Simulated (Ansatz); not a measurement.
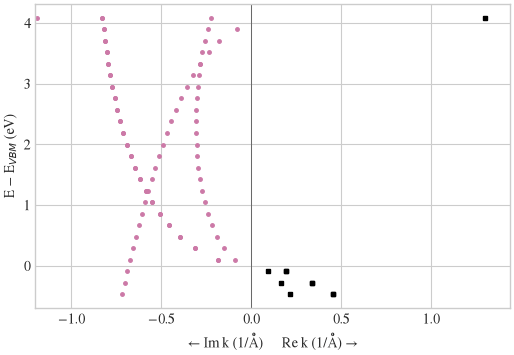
Complex bands at the centre of the two-dimensional zone; r2SCAN run with Ansatz (an electronic-structure program)

The gap is the functional's own, uncorrected, and κ follows it; spin-orbit coupling is left out. Mid-gap means the computed energy nearest the middle.

This is AlN (F-43m, zinc blende, 2 atoms a cell, 10.4 Å³ an atom) along the normal of (001). Read off the slowest decay at the centre of the two-dimensional zone at 2.00 eV, the computed energy nearest the middle of the gap.

κ ≈ 0.30 1/Å, a decay length 1/(2κ) of the density of 1.6 Å.
